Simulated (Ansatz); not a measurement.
CH2ClSi (SMILES [CH]=[SiH]Cl) (doublet)

The calculation's input:

```
crystal:
  periodic: [false, false, false]
  atoms:
    - symbol: C
      position_ang: [-0.160771, 0.127564, -0.878129]
    - symbol: Cl
      position_ang: [0.898419, -1.192317, 1.965124]
    - symbol: Si
      position_ang: [0.284436, 0.329619, 0.714353]
    - symbol: H
      position_ang: [-0.410607, -0.181860, -1.876370]
    - symbol: H
      position_ang: [0.294573, 1.615954, 1.426062]
basis:
  gaussian:
    orbitals: def2-TZVPD
magnetization:
  spin_polarized: true
  initial_magnetization: 1
hamiltonian:
  xc: {name: PBE0}
output:
  forces: true
  orbitals: {seedname: orbitals}
```

Run with:

```sh
ansatz run input.yaml --threads 1 --pin off --max-ram 2610MiB --events-out events.jsonl --progress --plain --runs-dir runs
```

Geometry: B3LYP/6-31G*.

Computed with isolated molecule in a Gaussian basis; Kohn-Sham density functional theory, functional PBE0 in Ansatz 0.2.0.

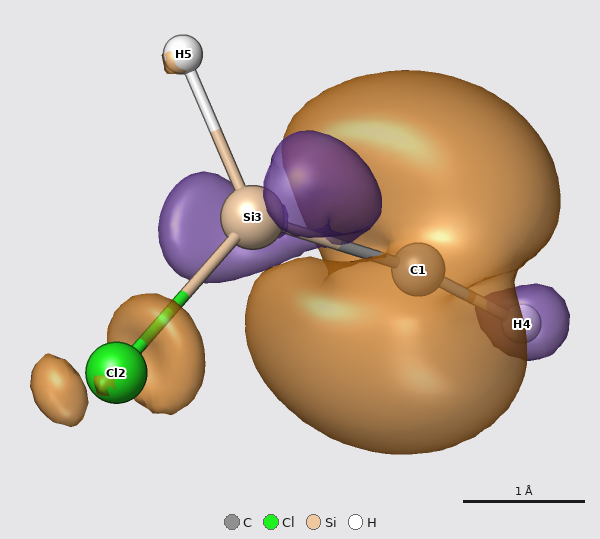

Figure 1. Isosurfaces of the spin density at +0.02 (orange) and −0.02 e/Å³ (purple), seen at a tilt.

### Which atoms carry the spin?

The unpaired spin (1 electron) lies mostly on C1 (about 0.8) and Si3 (about 0.1), in electrons by Hirshfeld's partition.

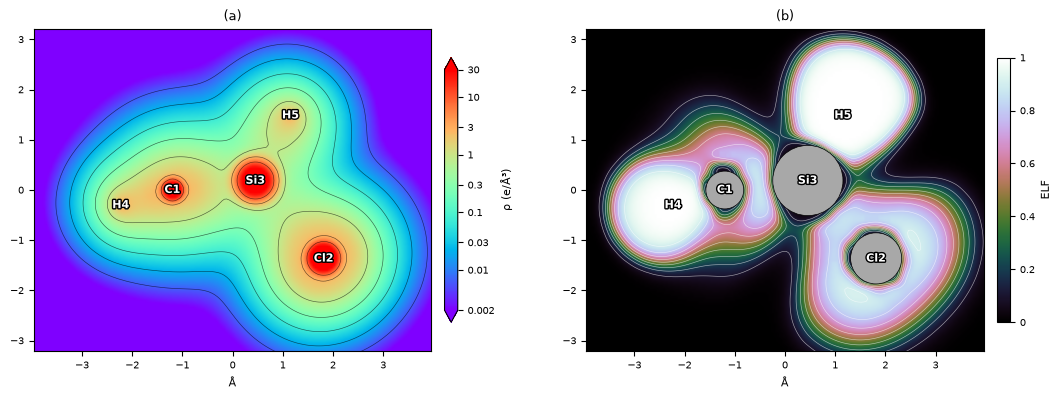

Figure 2. (a) electron density; (b) ELF on the molecular plane. Grey discs cover the atomic cores in the ELF map.

### Interpret the plot.

Atoms in the plane: C, Cl, Si and H. C–Si (1.67 Å): the density is about 1.2 e/Å³ at the midpoint; the ELF peaks at about 0.85 between the atoms, as expected for a covalent bond. Si–Cl (2.06 Å): the density is about 0.88 e/Å³ at the midpoint; the ELF peaks at about 0.85 between the atoms, as expected for a polar covalent bond. C–H (1.07 Å): ρ at the midpoint is about 2.1 e/Å³; the ELF climbs to about 1 towards the hydrogen, as it does in any bond to H (a covalent bond by its length). Si–H (1.47 Å): ρ is about 0.85 e/Å³ halfway; the ELF climbs to about 1 towards the hydrogen. The ELF also peaks beside Cl2, away from the bonds: non-bonding electrons, paired or unpaired.

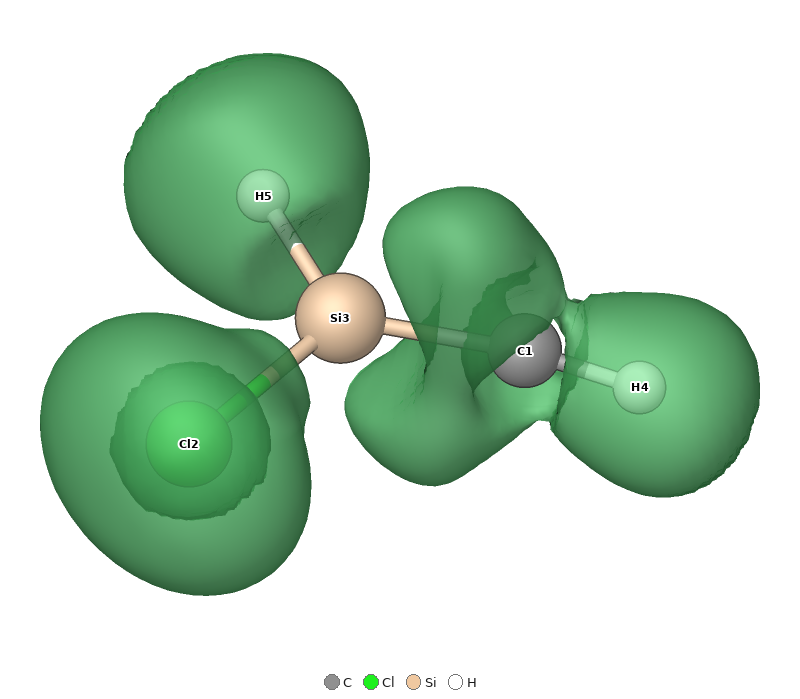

Figure 3. Isosurface of the electron localisation function at 0.75 (green), seen at an oblique angle. Only the valence region is drawn (cores and ρ < 0.01 e/Å³ removed).

### Identify the bonds, lone pairs and shells in this picture.

At this value the surface marks out one region around a hydrogen nucleus, one region on Cl in which the atom's valence shell and bonds are merged and one joined region spread over several atoms (C, H, Si), in which their bonds and any lone pairs are merged.
